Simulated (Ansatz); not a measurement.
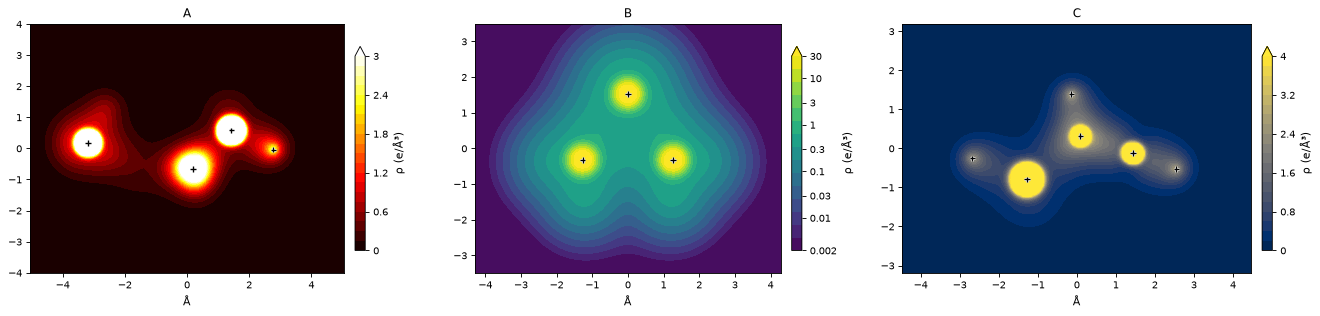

The electron density of 3 systems, each on a plane through atoms (crosses mark nuclei in the plane).

All numbers below come from isolated molecule in a Gaussian basis; Kohn-Sham density functional theory, functional PBE0 in Ansatz.

System 1: CH$_{3}$BSi (charge +1, doublet), the molecular plane. Geometry: PBE0-D3(BJ)/def2-SVP.

| atom | x (Å) | y (Å) | z (Å) |
| --- | --- | --- | --- |
| C | 0.2127 | 2.0053 | -0.4763 |
| B | 0.4152 | 0.6569 | -0.1058 |
| Si | 0.0527 | 2.5254 | -2.1535 |
| H | 0.5846 | -0.4871 | 0.1645 |
| H | -0.1604 | 3.9736 | -2.4699 |
| H | 0.1474 | 2.7922 | 0.2964 |

System 2: H$_{4}$Si$_{3}$, the plane of atoms Si2, Si1 and Si3. Geometry: r2SCAN-D4/def2-TZVP.

```xyz
7

Si    1.3986    0.6159    0.7119
Si   -0.1976    0.7506   -0.8576
Si   -0.5989    0.0237    1.5421
H    -1.5922    1.2768   -0.8890
H    -1.9815    0.5709    1.4341
H     0.0736    0.1592   -2.1996
H    -0.6870   -1.2213    2.3586
```

System 3: H$_{8}$NPSi$_{2}$, the plane of atoms N1, Si3 and H5. Geometry: B3LYP/6-31G*.

```csv
atom,x (Å),y (Å),z (Å)
N,-1.5621,-1.5596,-0.1733
P,1.4663,-1.8038,1.5304
Si,-1.9461,-0.1449,-1.1218
Si,-0.0542,-2.4294,-0.0515
H,-3.3093,-0.2724,-1.7061
H,-0.9330,-0.0481,-2.2025
H,-1.9220,1.1252,-0.3398
H,-2.2680,-1.8348,0.5050
H,-0.3602,-3.8567,0.2413
H,0.6391,-2.3057,-1.3590
H,1.3959,-0.4077,1.2523
H,0.5321,-1.7361,2.6057
```

**Which map belongs to which system?**

Panel A is system 3, H$_{8}$NPSi$_{2}$: the plane holds N, P, Si and H. Si–N (1.75 Å): ρ at the midpoint is about 1.1 e/Å³. Panel B is system 2, H$_{4}$Si$_{3}$: the plane holds Si. Si–Si (2.24 Å): the density is about 0.6 e/Å³ at the midpoint. Panel C is system 1, CH$_{3}$BSi: the plane holds C, B, Si and H. C–B (1.41 Å): the density is about 1.8 e/Å³ at the midpoint.
